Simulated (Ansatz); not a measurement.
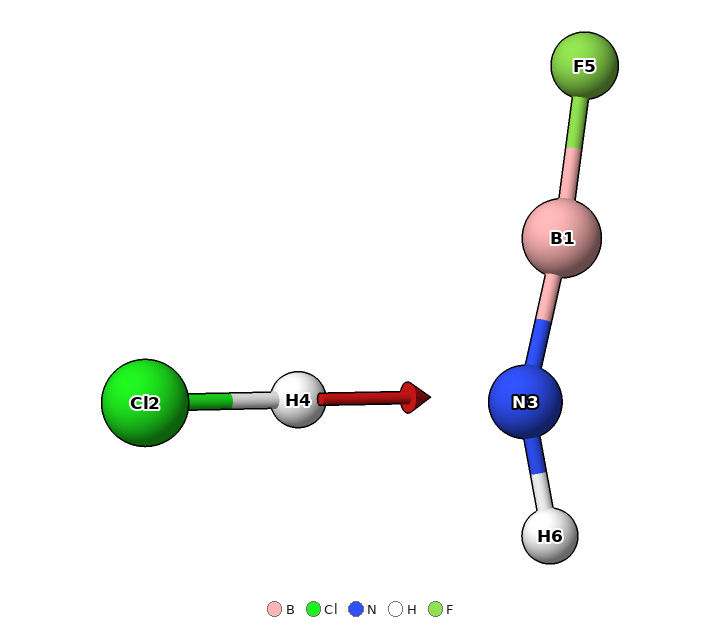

The arrows show one normal mode. Harmonic vibrations computed with RKS PBE0-D4/def2-TZVP (Ansatz 0.2.0) at a stationary point of the same level.

**What kind of motion is it?**

Mostly Cl–H stretching.

**Estimate its harmonic wavenumber.**

2646 cm⁻¹; it is mode 11 of 12 counted from the lowest.
